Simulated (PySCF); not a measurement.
```xyz
20

F    -3.7192   -0.9116   -0.6285
C    -3.5682   -0.0056    0.3928
C    -2.2060    0.6428    0.3445
Cl   -2.1941    1.9671   -0.8645
Si   -0.8314   -0.5946   -0.1814
C     0.8434    0.2616    0.0689
C     2.0079   -0.6353   -0.3508
Si    3.6977    0.2072   -0.1145
H    -3.6741   -0.5730    1.3237
H    -4.3875    0.7149    0.2981
H    -2.0181    1.1227    1.3040
H    -0.9618   -1.7659    0.6964
H    -1.0626   -0.9430   -1.5805
H     0.9719    0.5477    1.1153
H     0.8804    1.1879   -0.5074
H     1.9696   -1.5619    0.2242
H     1.8764   -0.9239   -1.3947
H     3.7486    1.4254   -0.9250
H     3.8591    0.5567    1.2999
H     4.7631   -0.7086   -0.5234
```

Geometry: GFN2-xTB.

Level of theory: PBE0/pcSseg-1, SCF density, gas phase, non-relativistic in PySCF 2.14.0.

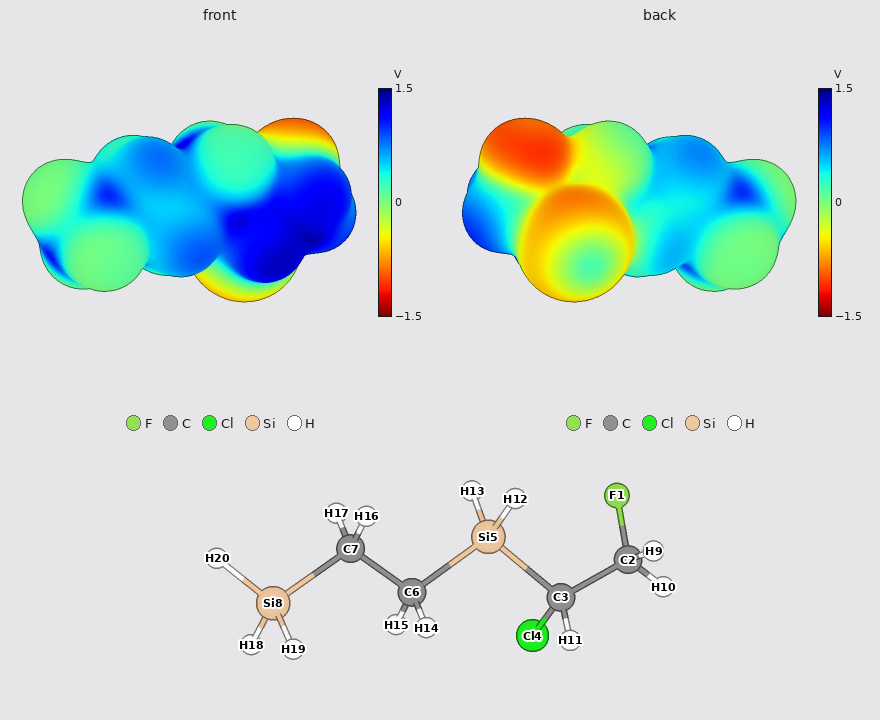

C4H12ClFSi2 (SMILES FC[C@H](Cl)[SiH2]CC[SiH3]). The electrostatic potential painted on the density surface at 0.002 e/bohr³, seen from the front and from behind; red is negative and blue positive. The bare structure is drawn below in the same view.

Question: Where is the surface potential most negative and most positive?

Answer: The most negative region (about −1.1 V) lies over F1, the most positive (about +1.3 V) over C2, C3, H9 and H11. Cl4 shows a σ-hole: about +0.2 V at the tip opposite its bond, against about −0.5 V on its flanks.

Question: What dipole moment does the calculation give?

Answer: Its dipole moment is 2.34 D.
